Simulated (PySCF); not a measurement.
# CH7FO2Si3: what the fields show

```yaml
atoms:
  - { symbol: O, position_ang: [1.2411, 1.1190, 0.8095] }
  - { symbol: C, position_ang: [1.9644, 0.1518, 0.7494] }
  - { symbol: Si, position_ang: [1.4232, -1.5311, 0.0029] }
  - { symbol: O, position_ang: [-0.0919, -1.3688, -0.4731] }
  - { symbol: Si, position_ang: [-1.4898, -0.5147, -0.7122] }
  - { symbol: Si, position_ang: [-1.2693, 1.6319, 0.0784] }
  - { symbol: F, position_ang: [-2.7438, 2.2524, -0.2503] }
  - { symbol: H, position_ang: [2.9956, 0.2469, 1.1497] }
  - { symbol: H, position_ang: [2.2690, -1.7946, -1.1566] }
  - { symbol: H, position_ang: [1.4847, -2.5306, 1.0640] }
  - { symbol: H, position_ang: [-2.4727, -1.3814, -0.0440] }
  - { symbol: H, position_ang: [-1.6855, -0.6801, -2.1608] }
  - { symbol: H, position_ang: [-0.4189, 2.5597, -0.6611] }
  - { symbol: H, position_ang: [-1.2069, 1.8393, 1.5219] }
```

Geometry: GFN2-xTB.

Method: CAM-B3LYP/def2-SVPD, SCF density, gas phase in PySCF.

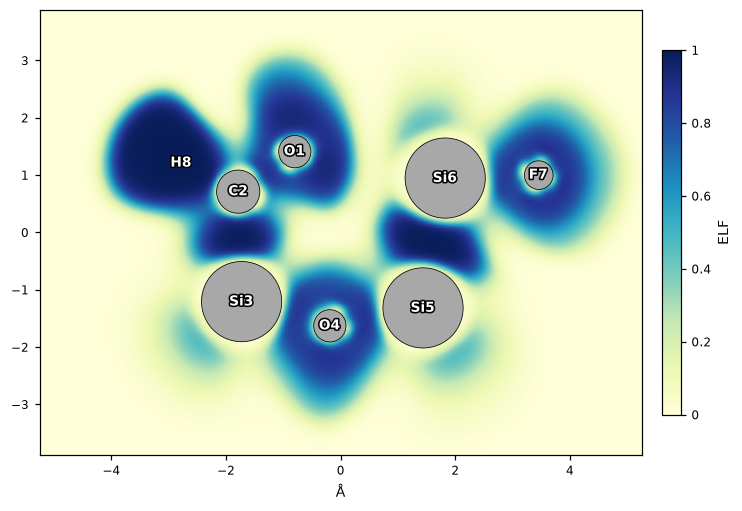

Figure 1. Electron localisation function on the plane of atoms O1, C2 and H8. Grey discs cover the atomic cores.

Interpret the plot.

The plane passes through O, C, Si, F and H nuclei. C–O (1.21 Å): the ELF peaks at about 0.85 between the atoms; a multiple bond. Si–O (1.60 Å): the ELF peaks at about 0.85 between the atoms; a short, strongly polar bond. Si–F (1.63 Å): the ELF peaks at about 0.85 in the valence shell of F, 0.6 Å from its nucleus, and is about 0.45 at the midpoint. C–Si (1.92 Å): the ELF peaks at about 1 between the atoms (a covalent bond). Si–Si (2.30 Å): the ELF peaks at about 1 between the atoms, as expected for localised, covalent bonding. The ELF also peaks beside O4, F7 and O1, away from the bonds: lone-pair regions.

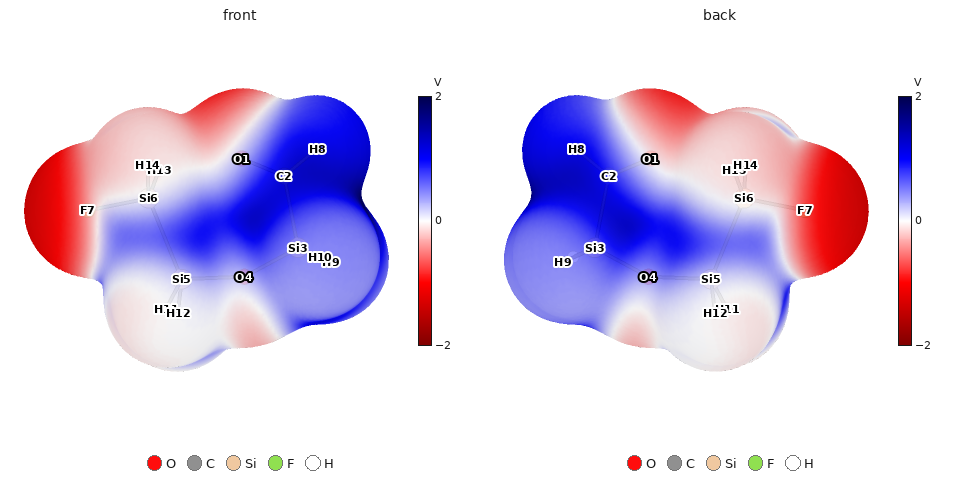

Figure 2. The electrostatic potential painted on the density surface at 0.001 e/bohr³, seen from the front and from behind; the colour scale runs from red (negative) to blue (positive).

Describe the electrostatic potential map.

The most negative region (about −1.3 V) lies over F7, the most positive (about +1.8 V) over Si3.

How polar is the molecule by this calculation?

Its dipole moment is 4.50 D.
